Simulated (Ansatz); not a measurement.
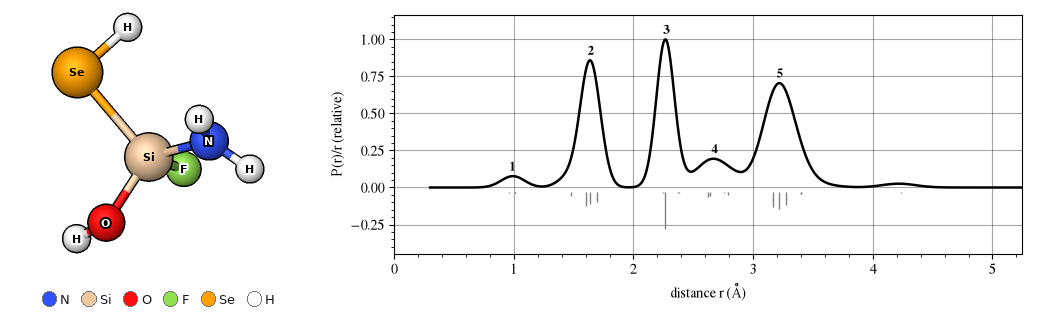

Simulated gas electron diffraction: radial distribution curve of FH₄NOSeSi. Each pair of atoms contributes with weight ZᵢZⱼ/r (bars below the curve); damping constant 0.0015 Å²; vibrational amplitudes assumed, not computed: 0.05 Å for bonds, 0.078 Å for bonds to H, 0.06 + 0.015 r up to 0.15 Å for other pairs. The geometry is the end point of an optimisation (RKS PBE0/def2-mTZVP in Ansatz 0.2.0); it may be a saddle point or a higher isomer.

**Read the positions of the numbered peaks and name the main pairs (– for bonds).**

Peak 1, 0.99 Å: O–H 0.96 Å, N–H 1.01 Å (×2)
Peak 2, 1.64 Å: Se–H 1.48 Å, Si–F 1.61 Å, Si–O 1.64 Å, Si–N 1.69 Å, not resolved
Peak 3, 2.27 Å: Si···H 2.25–2.38 Å (×3), Se–Si 2.27 Å, not resolved
Peak 4, 2.67 Å: F···O 2.62 Å, F···N 2.64 Å, O···N 2.79 Å, not resolved
Peak 5, 3.22 Å: Se···O 3.16 Å, Se···F 3.21 Å, Se···N 3.28 Å, not resolved
